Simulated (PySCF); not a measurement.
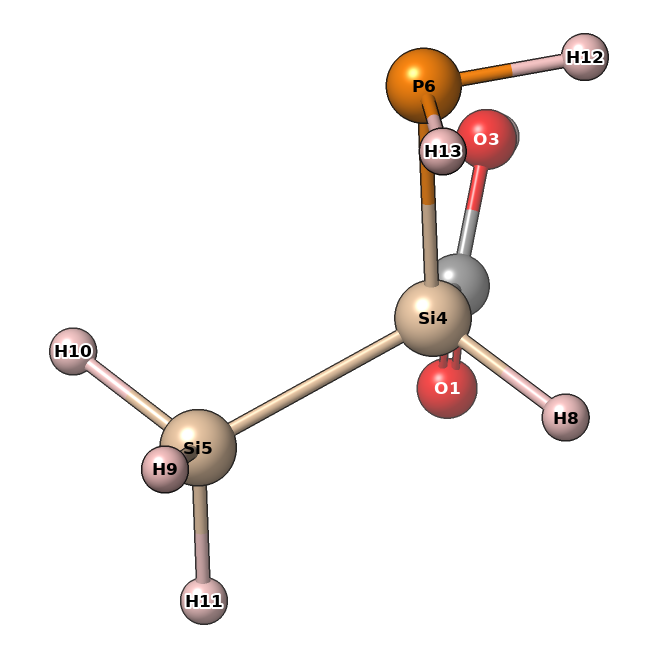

C2 lies behind Si4. The molecule seen nearly along the Si4–C2 bond, Si4 in front. Distant atoms are faded towards the background colour. The computed structure is the end point of a PBE0-D3(BJ)/def2-SVP optimisation. No frequency run is at hand to confirm it as a minimum.

**What is the torsion angle P6–Si4–C2–O3? The sign is positive where the front bond must turn clockwise to cover the back bond.**

9°, synperiplanar (eclipsed).
